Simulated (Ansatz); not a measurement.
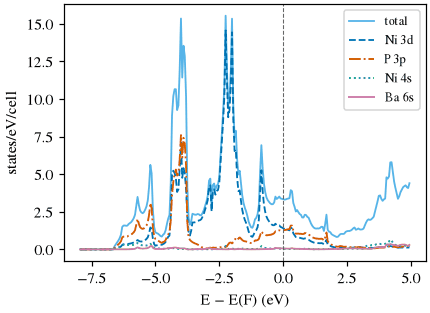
Total and projected density of states of BaNi$_{2}$P$_{2}$ in space group I4/mmm (No. 139; Ba on 2a, Ni on 4d, P on 4e), plane-wave PAW r²SCAN (Ansatz code)

Which orbitals carry the states next to the Fermi level?

Within 0.5 eV of the Fermi level: Ni 3d 43 %, P 3p 38 %, outside the projected shells 14 %. Projections are on Löwdin-orthogonalised atomic valence shells; empty p or d shells of many metals are not among them.

Where is the tallest occupied peak in this window, and what makes it?

Near -2.2 eV, about 16 states/eV per cell; the largest projected share is Ni 3d.

The workflow started from a Materials Project entry (that database holds measured and hypothetical structures alike); the Crystallography Open Database copy checked does not list it. Its standing as an ambient phase is unchecked. The cell was relaxed with r²SCAN under the symmetry of its start; its stability against distortions is not shown here. The run is not spin-polarised. Spin–orbit coupling is left out wherever it is not named.

Potentials: the later of the program's two PAW sets.
